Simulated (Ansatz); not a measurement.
```xyz
8

C    -0.7704    1.0052   -0.3344
Si   -0.0418    0.7431    1.2783
C     0.9367   -0.7159    0.6048
O     0.3263   -1.4919   -0.2316
H    -0.2804    0.7790   -1.3071
H    -1.5943    1.7361   -0.4500
H     1.9224   -1.1343    0.9154
H    -0.4986   -0.9214   -0.4755
```

Theory: Ansatz, RKS LDA/def2-SVP.

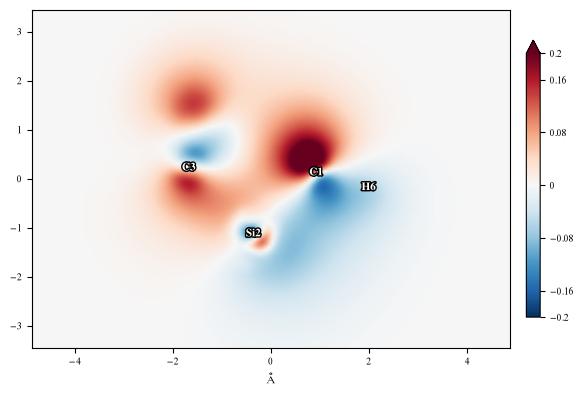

C₂H₄OSi (SMILES C=[Si]=CO). The HOMO−1 on the plane of atoms C1, Si2 and C3 (values in Å⁻³ᐟ²; the overall sign is arbitrary).

> Where does this orbital lie, and at what energy?

Its weight (Hirshfeld) is mainly on C1 (about 45 %), Si2 (about 30 %), O4 (about 10 %) and C3 (about 5 %); π-bonding across C1–Si2. Its energy is −5.82 eV.
